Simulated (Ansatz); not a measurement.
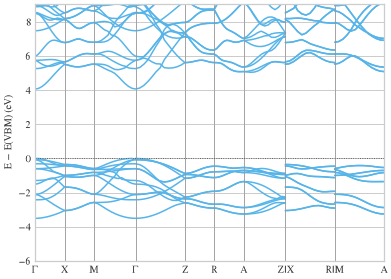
Figure. Band structure from r²SCAN in the plane-wave PAW code Ansatz

The gap is 4.07 eV; an edge lies off the plotted path or next to a special point (maximum on the M–Γ line, 98 % of the way from M, minimum at Γ).

Q: Which compound is it?
(A) YSiNO2, P4/mmm (Y on 1b, Si on 1c, N on 1d, O on 2f)
(B) GaN, P4_2/mnm (Ga on 4g, N on 4f)
(C) MgS, P4_2/mnm (Mg on 4g, S on 4f)
(D) BN, P4_2/mnm (B on 4f, N on 4g)

A: C, MgS, P4_2/mnm (Mg on 4g, S on 4f)

The start of the workflow was typed in or built on a structure type; neither database checked (COD, Materials Project) lists it. COD files the formula under space group No. 225. Whether it is the stable phase at ambient conditions was not checked. The cell was relaxed with r²SCAN under the symmetry of its start; its stability against distortions is not shown here.

Potentials: the earlier of the program's two PAW sets. The files were generated under PBE; for other functionals the program regenerates the frozen cores, and for LDA and PBEsol the local potential too.
